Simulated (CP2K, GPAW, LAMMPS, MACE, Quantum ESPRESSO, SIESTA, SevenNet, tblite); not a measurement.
## tblite on glassy B2O3 (90 atoms): settings against a plane-wave reference

Aim: run glassy B2O3 (90 atoms) in tblite and see how near its forces come to a plane-wave reference, and at what cost.

Program: tblite 0.8.0. Level of theory: the method is named at each step. Results are calculated unless marked as measured.

### Step 1. Starting point

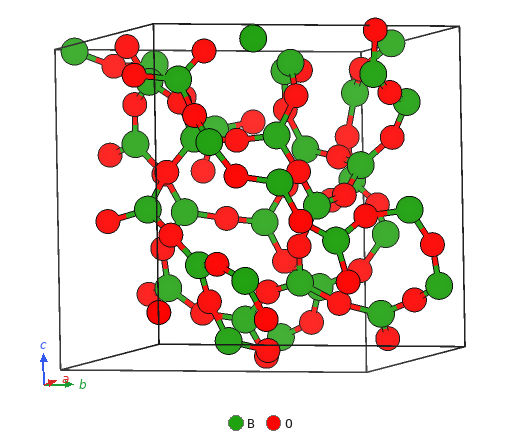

The starting structure, seen slightly off an axis (boron green, oxygen red). Bonds to atoms that aren't drawn are left out. Some periodic images of atoms are drawn too.

The cell holds 90 atoms: 36 B and 54 O. Its edges and angles: a = 10.120 Å, b = 10.120 Å, c = 10.120 Å, α = 90.0°, β = 90.0°, γ = 90.0°. 90 atoms (36 B, 54 O) placed at random at 1.93 g/cm³, melted at 3000 K for 20 ps at fixed volume with the Buckingham and Coulomb pair potential of Guillot and Sator (Geochim. Cosmochim. Acta 71, 1249 (2007)) with the boron terms of Wang et al. (J. Non-Cryst. Solids 498, 294 (2018)). Quenched from 3000 K to 300 K at 50 K/ps and fixed volume, held 10 ps at zero pressure, then minimised at fixed cell.

The yardstick, on the same geometry:

* method: Kohn-Sham DFT, PBE, SSSP efficiency 1.3.0 pseudopotentials, plane waves (Quantum ESPRESSO 7.5); sssp-pbe-1.3.0-efficiency, cutoffs 60/480 Ry, Γ point
* r.m.s. force component: 0.7075 eV/Å
* longest force: 3.16 eV/Å
* pressure: -10.14 GPa
* gap (highest filled to lowest empty level): 4.663 eV
* time: 72 s on 4 MPI ranks of Arm Neoverse V2, shared host
* CPU time: 4.8 min

### Step 2. GFN1-xTB

Method: GFN1-xTB tight binding, diagonalisation.

Input file run.py:

```python
import numpy as np
from ase.io import read
from tblite.ase import TBLite

atoms = read("structure.xyz")
atoms.calc = TBLite(method="GFN1-xTB", electronic_temperature=580, accuracy=1.0, max_iterations=250, mixer_damping=0.4, verbosity=1)
energy = atoms.get_potential_energy()
forces = atoms.get_forces()
print(f"energy {energy:.6f} eV")
print("forces (eV/A)")
for i, (a, f) in enumerate(zip(atoms, forces)):
    print(f"{i:4d} {a.symbol:2s} {f[0]:10.5f} {f[1]:10.5f} {f[2]:10.5f}")
stress = -atoms.get_stress(voigt=False) * 160.21766
print("stress (GPa, compression positive)")
for row in stress:
    print(" ".join(f"{x:10.4f}" for x in row))
print("charges (e)")
print(np.array2string(atoms.get_charges(), precision=4, suppress_small=True, max_line_width=110, threshold=100000))
```

Input file structure.xyz:

```xyz
90
Lattice="10.11952 0.00000 0.00000 0.00000 10.11952 0.00000 0.00000 0.00000 10.11952" Properties=species:S:1:pos:R:3 pbc="T T T"
B 8.82786 9.71555 2.01905
B 9.64957 8.51720 4.34927
B 3.03545 3.21882 4.76518
B 7.80893 1.53118 8.55970
B 7.37571 2.25190 2.73247
B 5.88238 8.14267 6.05744
B 3.95248 1.82769 8.79487
B 9.71595 6.04581 3.35189
B 3.83034 4.90068 1.32181
B 0.25663 0.56487 10.03755
B 9.58905 7.41214 8.63053
B 6.96334 3.32467 0.38009
B 2.70383 5.95827 4.49195
B 4.05439 6.27097 9.15989
B 9.89092 2.95955 2.04020
B 7.21309 6.24243 4.65660
B 5.60723 2.73784 6.87379
B 9.51670 1.97361 6.44472
B 2.00903 1.95772 6.98490
B 7.56414 9.15725 7.92237
B 0.00729 3.28803 9.67821
B 6.65207 5.63232 9.21069
B 6.12008 5.99116 2.31191
B 0.43666 7.16604 1.05739
B 2.12631 9.21018 8.64703
B 7.31166 4.91637 6.85638
B 2.47807 2.80968 2.40581
B 3.40846 7.12283 6.74901
B 5.71065 1.13308 4.61369
B 0.39375 5.11926 7.60512
B 4.31982 9.73356 10.04119
B 9.93970 4.14020 5.15144
B 3.55893 9.68256 4.07675
B 2.55781 7.79082 2.47351
B 1.59119 9.24317 5.94714
B 6.40920 8.56152 1.32212
O 1.09787 2.61367 2.32182
O 4.25910 1.00669 9.87645
O 6.36326 3.90087 6.77229
O 7.46355 0.18832 8.70825
O 4.95148 2.48829 8.08145
O 2.62723 6.71359 5.66410
O 7.48591 2.50944 9.49029
O 2.58200 9.73751 5.08243
O 8.48026 1.83609 7.36762
O 0.69845 1.53796 6.73940
O 5.53669 1.83892 5.81245
O 9.87908 7.41123 9.99626
O 3.01541 4.60428 4.57898
O 7.53287 9.30965 1.67761
O 6.68880 2.79967 1.63916
O 9.97845 4.80495 3.92951
O 6.97579 5.70751 3.38721
O 3.31728 6.51161 8.00150
O 6.50220 7.38442 5.05490
O 8.76765 2.39984 2.64949
[... 30 atom lines left out ...]
O 1.07743 9.79620 9.35428
O 2.58665 6.63324 3.27478
O 5.45746 6.34271 9.07164
O 7.50089 5.52101 8.10098
```

On the command line:

```
$ OMP_NUM_THREADS=1 python run.py > output.txt
```

The log of the run:

```text
------------------------------------------------------------
  cycle        total energy    energy error   density error
------------------------------------------------------------
      1     -297.5513388465  -2.9899742E+02   1.0171549E+00
      2     -308.7714748729  -1.1220136E+01   4.6676760E-01
      3     -308.7875100965  -1.6035224E-02   2.4078704E-01
      4     -308.7767852782   1.0724818E-02   2.9069045E-02
      5     -308.7953443667  -1.8559089E-02   6.4033768E-03
      6     -308.7962090855  -8.6471882E-04   1.8194106E-03
      7     -308.7962825208  -7.3435257E-05   3.4553619E-04
      8     -308.7962852340  -2.7132153E-06   3.8765404E-05
      9     -308.7962852672  -3.3182005E-08   6.9621677E-06
------------------------------------------------------------
 total:                                   1.276 sec
energy -8402.774921 eV
forces (eV/A)
   0 B     0.16012   -1.18933   -0.51325
   1 B     1.02352   -0.10116   -1.40804
   2 B    -1.55964    0.31029   -0.00166
   3 B     0.05154   -0.25655   -0.06725
   4 B     0.00638    0.10632   -0.77256
   5 B     0.23603   -1.65342    0.93959
   6 B     0.20201   -1.11316   -1.67686
   7 B     1.13563    0.90978    0.00007
   8 B     0.83093    0.08071   -0.28570
   9 B    -0.11327    0.35180    0.17381
  10 B    -0.12486   -0.40496    0.64892
  11 B     0.75876   -0.07031   -0.28411
  12 B     0.81362    0.32983    0.18992
  13 B     0.74333   -0.88808    0.06761
  14 B    -0.23784   -0.55310   -1.17741
  15 B    -1.45008   -0.00557    0.35647
  16 B     0.28158    0.11309    0.04197
  17 B     0.26391    1.45060    1.38862
  18 B     0.32569    0.66419   -0.68354
  19 B     0.26701   -0.13150   -0.55471
  20 B     0.23466   -0.17029    0.48489
  21 B    -1.43275   -1.69459   -0.81374
  22 B    -0.87727    1.46016    0.24161
  23 B    -0.34041   -0.12578    0.45632
[...]
82 O     0.25992    0.25601   -0.38698
  83 O    -0.20890    0.43598   -0.55641
  84 O     0.17643    0.27272   -0.39202
  85 O    -0.02674   -0.02200    0.04715
  86 O    -0.11307    0.23496    0.24105
  87 O     0.07149   -0.62694    0.17930
  88 O     0.79237   -0.06299   -0.16910
  89 O    -0.08122    0.11665   -0.41608
stress (GPa, compression positive)
   -8.7935    -1.4769    -0.7569
   -1.4769    -8.0338     2.0696
   -0.7569     2.0696   -11.7205
charges (e)
[ 0.6839  0.6819  0.6812  0.6826  0.683   0.6793  0.679   0.6848  0.6872  0.6798  0.6899  0.6866  0.6802
  0.6816  0.6928  0.6846  0.6814  0.6858  0.6873  0.6792  0.6794  0.687   0.69    0.6773  0.6893  0.683
  0.6923  0.6896  0.6908  0.6891  0.6822  0.6866  0.6878  0.6776  0.6959  0.6858 -0.455  -0.4604 -0.4694
 -0.4534 -0.4545 -0.4669 -0.4558 -0.4688 -0.4558 -0.4617 -0.4606 -0.4412 -0.4683 -0.4546 -0.4482 -0.4356
 -0.4565 -0.4412 -0.4759 -0.4486 -0.4501 -0.4525 -0.4688 -0.445  -0.4506 -0.4523 -0.4691 -0.4645 -0.4734
 -0.4558 -0.4719 -0.4723 -0.4484 -0.4573 -0.4453 -0.4529 -0.4612 -0.4404 -0.4477 -0.4491 -0.4573 -0.4739
 -0.4542 -0.4568 -0.4526 -0.4542 -0.4729 -0.4481 -0.4338 -0.4442 -0.4446 -0.4686 -0.4715 -0.4623]
```

Elapsed: 1.7 s, on 1 thread of Arm Neoverse V2, shared host; peak memory 0.12 GiB.

Banners, paths, timers and routine set-up lines are dropped from the logs unmarked, and long logs keep their key lines alone; longer cuts are marked.

Numbers from this run, and their distance from the reference:

| Property | Result |
| --- | --- |
| r.m.s. force component | 0.5658 eV/Å |
| r.m.s. difference of force components | 226.6 meV/Å |
| longest difference of force vectors | 806 meV/Å |
| force difference over r.m.s. force | 32.02 % |
| slope of forces against the reference's | 0.7685 |
| correlation of force components | 0.961 |
| pressure | -9.516 GPa |
| pressure difference | 0.6218 GPa |

Length of the force difference by element (eV/Å):

```
element  atoms  mean  most
      B     36  0.48  0.81
      O     54  0.26  0.49
```

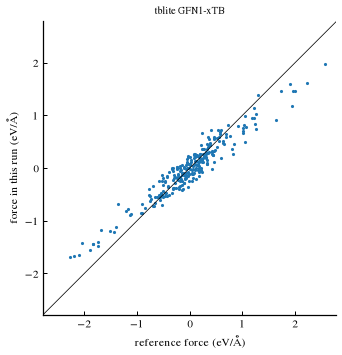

Force components against those of the reference; the line marks equality.

A closer look about O77, picked at random: 11 atoms, nearest first, numbered in the order of the input, with positions taken from that point.

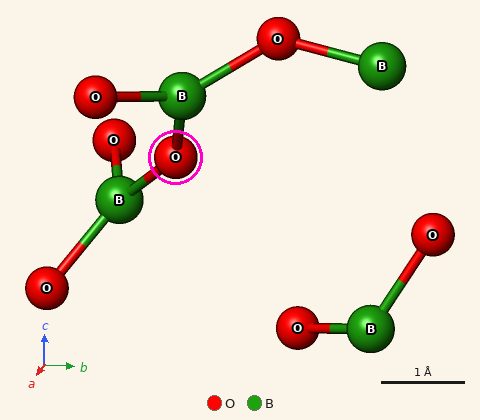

The atoms of the table, within 3.4 Å (arrows a, b, c point along x, y, z); some may hide others; the central atom is ringed.

```
atom      x      y      z  distance (Å)  Mulliken charge (e)     Fx     Fy  Fz (eV/Å)
 O77   0.00   0.00   0.00          0.00                -0.46   0.07   0.07       0.59
  B6  -0.78  -0.81  -0.82          1.39                 0.68   0.24  -1.65       0.94
 B20   0.90   0.20   1.04          1.39                 0.68   0.27  -0.13      -0.55
 O55  -0.16  -1.57  -1.82          2.41                -0.48  -0.10   0.09      -0.03
 O40   0.80   1.36   1.83          2.41                -0.45   0.07   0.27      -0.37
 O59  -2.09  -1.11  -0.46          2.42                -0.47   0.55   0.39      -0.01
 O75   1.95  -0.69   1.25          2.42                -0.45   0.26  -0.47       0.13
 B29  -0.95   2.30  -2.26          3.37                 0.69  -0.44   0.95      -0.01
  B4   1.15   2.70   1.68          3.38                 0.68   0.05  -0.26      -0.07
 O47  -1.13   3.01  -1.07          3.38                -0.46   0.05  -0.22       0.04
 O84  -1.83   1.26  -2.58          3.40                -0.45  -0.21   0.44      -0.56
```

Atoms are counted from 1 here, from 0 in the log.

Forces lie 32 % from the reference's, at 0.0058 times its CPU time (on 1 against 4 cores).

### Step 3. GFN2-xTB

Method: GFN2-xTB tight binding, diagonalisation.

run.py: that of step 2 with these lines changed.

```diff
@@ -5,3 +5,3 @@
 atoms = read("structure.xyz")
-atoms.calc = TBLite(method="GFN1-xTB", electronic_temperature=580, accuracy=1.0, max_iterations=250, mixer_damping=0.4, verbosity=1)
+atoms.calc = TBLite(method="GFN2-xTB", electronic_temperature=580, accuracy=1.0, max_iterations=250, mixer_damping=0.4, verbosity=1)
 energy = atoms.get_potential_energy()
```

structure.xyz is that of step 2.

The log of the run:

```text
------------------------------------------------------------
  cycle        total energy    energy error   density error
------------------------------------------------------------
      1     -260.0825319671  -2.6117244E+02   4.4708422E-01
      2     -267.8317039306  -7.7491720E+00   2.4299578E-01
      3     -268.1079386267  -2.7623470E-01   1.0665386E-01
      4     -268.1644322519  -5.6493625E-02   2.5573326E-02
      5     -268.1625736502   1.8586018E-03   2.4015288E-02
      6     -268.2146379046  -5.2064254E-02   2.6363859E-03
      7     -268.2149980123  -3.6010776E-04   6.2846703E-04
      8     -268.2149979831   2.9244688E-08   4.6210793E-04
      9     -268.2150106803  -1.2697244E-05   4.3430827E-05
     10     -268.2150107290  -4.8630170E-08   2.2531076E-05
     11     -268.2150107672  -3.8209066E-08   8.7482098E-06
------------------------------------------------------------
 total:                                   5.421 sec
energy -7298.502196 eV
forces (eV/A)
   0 B     0.07943   -1.11212   -0.59729
   1 B     0.98320    0.05506   -1.28363
   2 B    -1.47588    0.37492    0.16531
   3 B     0.08129   -0.12479    0.02957
   4 B     0.03238    0.07091   -0.59392
   5 B     0.18832   -1.50278    0.96842
   6 B     0.19293   -0.99391   -1.54691
   7 B     1.08991    0.85688   -0.07994
   8 B     0.84214    0.10930   -0.14162
   9 B    -0.10932    0.17933    0.19380
  10 B    -0.10319   -0.35428    0.58262
  11 B     0.77264   -0.26662   -0.27705
  12 B     0.67856    0.20748    0.27247
  13 B     0.60987   -0.80319    0.18057
  14 B    -0.30561   -0.55672   -0.82069
  15 B    -1.30306    0.04137    0.32201
  16 B     0.29354   -0.01487   -0.10274
  17 B     0.27269    1.27160    1.39951
  18 B     0.26627    0.67863   -0.76623
  19 B     0.38981   -0.41445   -0.53610
  20 B     0.22740   -0.16307    0.22220
  21 B    -1.29925   -1.57704   -0.57422
  22 B    -0.85195    1.45645   -0.00168
  23 B    -0.41681   -0.16082    0.29955
[...]
82 O     0.32089   -0.00747   -0.40518
  83 O    -0.30188    0.40431   -0.51847
  84 O     0.05948    0.30188   -0.37330
  85 O     0.02180    0.05005   -0.00116
  86 O    -0.01657    0.26812    0.20335
  87 O     0.03999   -0.54174    0.22420
  88 O     0.75781   -0.26431   -0.20708
  89 O    -0.31149    0.00518   -0.42894
stress (GPa, compression positive)
  -11.0832    -1.6201    -0.7145
   -1.6201   -10.4027     2.2545
   -0.7145     2.2545   -14.2537
charges (e)
[ 0.6281  0.632   0.6329  0.6304  0.6246  0.6347  0.6312  0.6304  0.6326  0.6283  0.6318  0.6333  0.6356
  0.6321  0.637   0.6362  0.6337  0.6366  0.6362  0.6282  0.6335  0.639   0.6377  0.6243  0.6305  0.6346
  0.6406  0.637   0.6336  0.6382  0.6278  0.6312  0.6338  0.6274  0.6374  0.6327 -0.4196 -0.4187 -0.4432
 -0.4201 -0.4286 -0.4417 -0.4261 -0.4365 -0.429  -0.4312 -0.4232 -0.3998 -0.4407 -0.4117 -0.4008 -0.4025
 -0.4216 -0.4012 -0.449  -0.4063 -0.4191 -0.4227 -0.4419 -0.4014 -0.4136 -0.412  -0.4461 -0.4317 -0.4492
 -0.421  -0.4396 -0.4384 -0.4108 -0.4187 -0.3992 -0.4102 -0.4352 -0.388  -0.4037 -0.4132 -0.4191 -0.4508
 -0.4261 -0.4152 -0.4134 -0.4162 -0.4482 -0.3996 -0.3758 -0.4096 -0.4043 -0.4505 -0.4458 -0.4438]
```

It took 5.8 s on 1 thread; peak memory 0.12 GiB.

Against the reference:

| Item | Value |
| --- | --- |
| r.m.s. force component | 0.5223 eV/Å |
| r.m.s. difference of force components | 296.2 meV/Å |
| longest difference of force vectors | 1081 meV/Å |
| force difference over r.m.s. force | 41.86 % |
| slope of forces against the reference's | 0.6849 |
| correlation of force components | 0.9277 |
| pressure | -11.91 GPa |
| pressure difference | -1.776 GPa |

Against the first run (32 %), the force difference from the reference is 42 %, at 3.5 times the CPU time.

### Step 4. The ladder

Differences are against the plane-wave reference, forces as r.m.s. over components; share is that over the reference's r.m.s. force, slope the least-squares factor from reference forces to these. Total energies of different programs have different zeros and aren't compared.

```
            run  Δ force, r.m.s. (meV/Å)  share (%)  slope  Δ pressure (GPa)  cores  CPU time  memory (GiB)
      reference                        -          -      -                 -      4   4.8 min           2.8
tblite GFN1-xTB                      227       32.0  0.768             0.622      1     1.7 s          0.12
tblite GFN2-xTB                      296       41.9  0.685             -1.78      1     5.8 s          0.12
```

CPU time is summed over cores on a shared host, where runs went side by side, so it is rough. Symmetry, cutoffs, thresholds, outputs and thread counts weren't matched or tuned between programs; memory under MPI is the largest rank's times the ranks.

### Step 5. Results

- nearest in forces: tblite GFN1-xTB, 32 %
- its CPU time: 1.7 s

What this shows: Tight binding differs by 32 % (tblite GFN1-xTB) to 42 % (tblite GFN2-xTB); it is another model, with fitted parameters of its own, and the xTB methods hold dispersion. Of the electronic-structure runs that take under half the reference's CPU time, tblite GFN1-xTB comes nearest, at 32 % in 1.7 s against 4.8 min. Periodic xTB results under one method name differ between programs and library versions. The reference's pressure holds the uncorrected Pulay stress of its 60 Ry basis, so small pressure differences, and their order, may be the reference's own error. The quench rate of 50 K/ps is many orders above laboratory rates, so the cell is likely richer in defects and strain than a real sample. The network of bonds at the start is that of the classical potential that made the cell, and needn't be the one that DFT or experiment would give. The reference's stress is far from hydrostatic: its diagonal is -9.2, -8.5, -12.8 GPa, compression counted positive. The electronic-structure runs sample only Γ, in a cell whose shortest periodic width is 10 Å.

[Also dropped from logs without a mark: logging warnings of Python, and SIESTA's first energy breakdown and zero terms.]

[Logs are printed without paths, hosts, clocks, repeated set-up lines and the standing remarks that a program may print on its own settings, such as how far it seeks lower states.]

[Hosts, paths, dates, database ids (printed as entryN), source tags and the programs' standing remarks are cut or masked in the printed files.]
